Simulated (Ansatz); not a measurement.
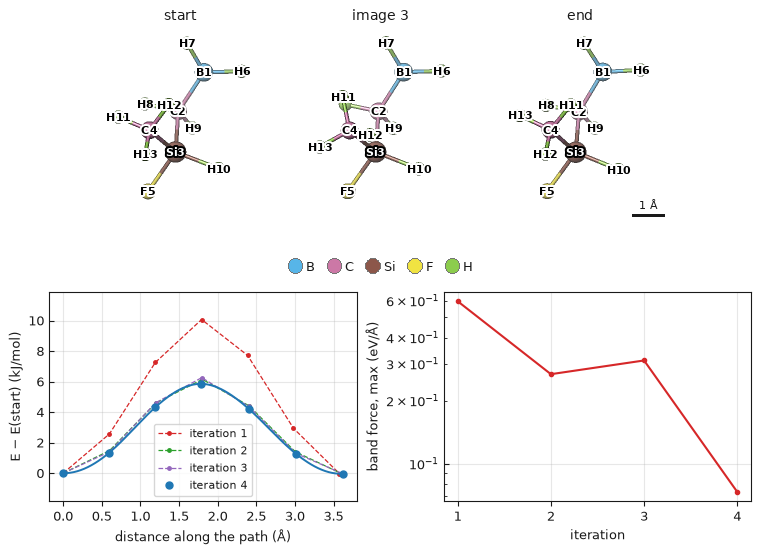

NEB run on C2H8BFSi. Images are numbered from 0 (start) to 6 (end). The plot follows the band through its iterations. The picture is a ball-and-stick view, seen from a free direction.

Computed with RKS B3LYP-D4/6-31G* in Ansatz. Settings: 5 movable images; climbing image; force threshold 0.2 eV/Å; iteration limit 60; starting path by image-dependent pair potential.

### Judge this run.

The run is converged, with reservations. The band converged in 4 iterations. The largest component of the band force went from 0.6 to 0.073 eV/Å. The climbing image converged on the top of the path. Its curvatures weren't checked. The force threshold is loose. The first iteration put the highest image at 10.07 kJ/mol. The two ends have the same energy, and the highest point, image 3, lies 5.86 kJ/mol above the start.
